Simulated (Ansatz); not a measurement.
# C3H9ISi (SMILES CC(C)([SiH3])I): what the fields show

Input

```
crystal:
  periodic: [false, false, false]
  atoms:
    - { symbol: C, position_ang: [-1.3258, 0.5276, 0.421] }
    - { symbol: C, position_ang: [0.0079, 0.2703, -0.186] }
    - { symbol: C, position_ang: [1.0825, 0.6643, 0.7978] }
    - { symbol: Si, position_ang: [0.262, -1.4742, -0.8847] }
    - { symbol: I, position_ang: [0.2586, 1.5681, -2.0097] }
    - { symbol: H, position_ang: [-1.4602, 1.637, 0.7162] }
    - { symbol: H, position_ang: [-1.5365, -0.0447, 1.2981] }
    - { symbol: H, position_ang: [-2.1438, 0.3926, -0.3124] }
    - { symbol: H, position_ang: [2.1231, 0.5485, 0.4318] }
    - { symbol: H, position_ang: [1.0276, 1.7126, 1.1429] }
    - { symbol: H, position_ang: [1.0493, 0.0486, 1.7393] }
    - { symbol: H, position_ang: [-0.76057, -1.6831, -1.97547] }
    - { symbol: H, position_ang: [0.20451, -2.47706, 0.06194] }
    - { symbol: H, position_ang: [1.62477, -1.49642, -1.6147] }
basis:
  gaussian: { orbitals: def2-SVP }
hamiltonian:
  xc: pbe
relax:
  f_tol: 0.015
  max_steps: 40
output:
  orbitals: {}
```

Run with:

```sh
ansatz run input.yaml --threads 2 --pin off --max-ram 3072MiB --backend cpu --events-out ev --progress --plain --runs-dir out
```

The fields are those of the relaxed geometry.

Core potentials replace the inner electrons of I.

The calculation used RKS PBE/def2-SVP (Ansatz).

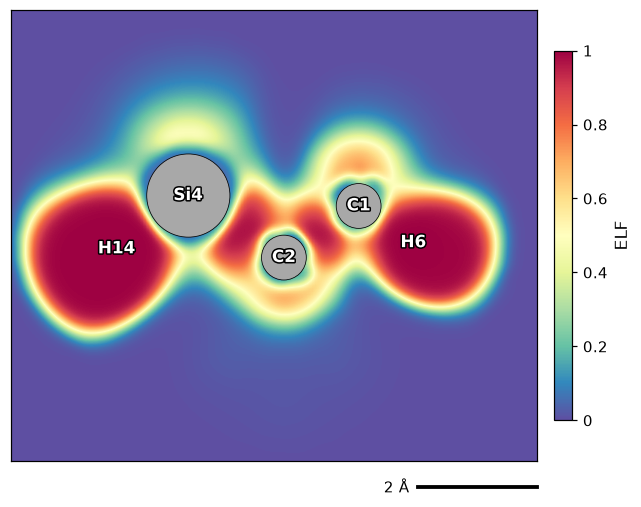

Figure 1. Electron localisation function on the plane of atoms C2, C1 and H6. Grey discs cover the atomic cores.

**Read the bonding off the picture.**

- The plane passes through C, Si and H nuclei.
- C–C (1.53 Å): the ELF peaks at about 0.95 between the atoms (a covalent bond).
- C–Si (1.92 Å): the ELF peaks at about 0.95 between the atoms: localised, covalent bonding.
- C–H (1.11 Å): the ELF climbs to about 1 towards the hydrogen, as it does in any bond to H (an ordinary covalent bond to hydrogen).
- Si–H (1.50 Å): the ELF climbs to about 1 towards the hydrogen.

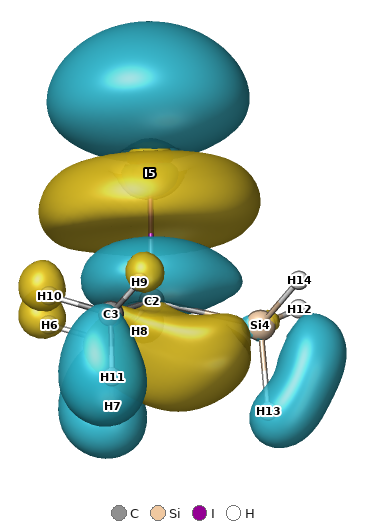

Figure 2. The LUMO at ±0.05 Å⁻³ᐟ² (yellow and cyan are the two phases), seen from one side.

**Where does this orbital lie, and at what energy?**

It lies mainly on I5 (about 50 %) and C2 (about 30 %). Its energy is −2.09 eV.

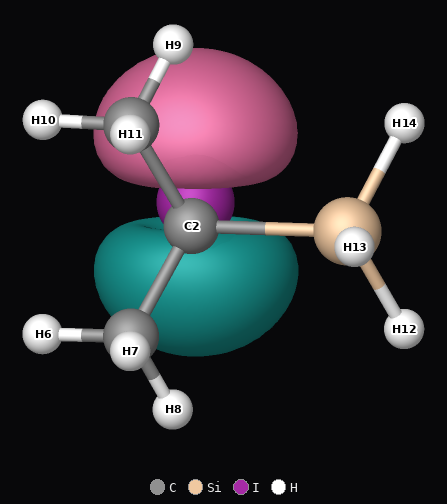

Figure 3. The HOMO−1 at ±0.15 Å⁻³ᐟ² (teal and pink are the two phases), seen across its widest extent.

**Describe this orbital and give its energy.**

It lies mainly on I5 (about 90 %); largely a lone pair of I5. Its energy is −6.01 eV.
